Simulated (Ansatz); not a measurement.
ZrB2, response to strain

The reference is ZrB2 (space group P6/mmm, No. 191; relaxed with 0.1 eV smearing).

```
ZrB2
1.0
    3.17143     0.00000     0.00000
   -1.58572     2.74654     0.00000
    0.00000     0.00000     3.54182
Zr B
1 2
Cartesian
  0.00000   0.00000   0.00000
  0.00000   1.83103   1.77091
  1.58572   0.91551   1.77091
```

Cartesian axes are those of the cell as printed.

Strains are applied to the cell and any free atomic positions relax; under biaxial strain the out-of-plane vector relaxes too.

Level of theory: Ansatz (an electronic-structure program) PBE, no spin-orbit coupling.

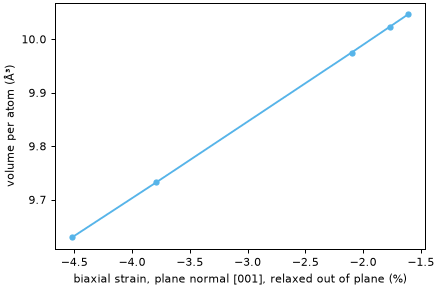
*Volume per atom against biaxial strain, plane normal [001], relaxed out of plane*

| biaxial strain, plane normal [001], relaxed out of plane (%) | volume per atom |
|---|---|
| -4.52 | 9.63 Å³ |
| -3.79 | 9.73 Å³ |
| -2.1 | 9.97 Å³ |
| -1.77 | 10.02 Å³ |
| -1.61 | 10.05 Å³ |

Stability against distortions was not tested. The final runs are not spin-polarised.
